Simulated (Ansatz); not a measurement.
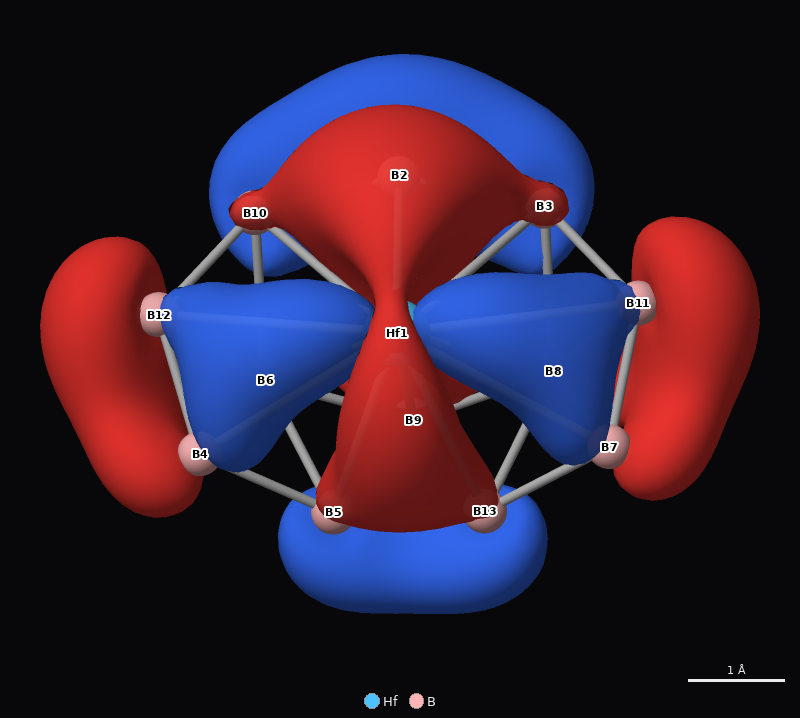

The picture shows: B₁₂Hf. The HOMO−1 at ±0.08 Å⁻³ᐟ² (blue and red are the two phases), seen across its widest extent.

Geometry: PBE-D4/def2-SVP; core potentials replace the inner electrons of Hf.

Level of theory: Ansatz, RKS PBE0-D4/def2-TZVP.

```yaml
atoms:
  - { symbol: Hf, position_ang: [-0.7957, 0.7469, 0.7943] }
  - { symbol: B, position_ang: [-1.2752, 0.2527, -1.4312] }
  - { symbol: B, position_ang: [-0.3105, 1.4809, -1.5510] }
  - { symbol: B, position_ang: [-0.6268, -1.6566, 1.6635] }
  - { symbol: B, position_ang: [0.7784, -0.9696, 1.2882] }
  - { symbol: B, position_ang: [-0.2157, -1.7057, -0.0262] }
  - { symbol: B, position_ang: [1.5126, 1.8922, 0.4794] }
  - { symbol: B, position_ang: [1.2514, 0.8083, -0.8724] }
  - { symbol: B, position_ang: [1.0651, -0.7755, -0.4696] }
  - { symbol: B, position_ang: [-1.8006, -1.0454, -0.7229] }
  - { symbol: B, position_ang: [0.6496, 2.4101, -0.6950] }
  - { symbol: B, position_ang: [-1.8067, -1.7817, 0.6728] }
  - { symbol: B, position_ang: [1.5739, 0.3432, 0.8701] }
```

What is the character of this orbital?

Answer. It lies mainly on Hf1 (about 25 %), B2 (about 20 %), B11 (about 5 %), B3 (about 5 %), B12 (about 5 %) and B10 (about 5 %). Its energy is −6.15 eV.
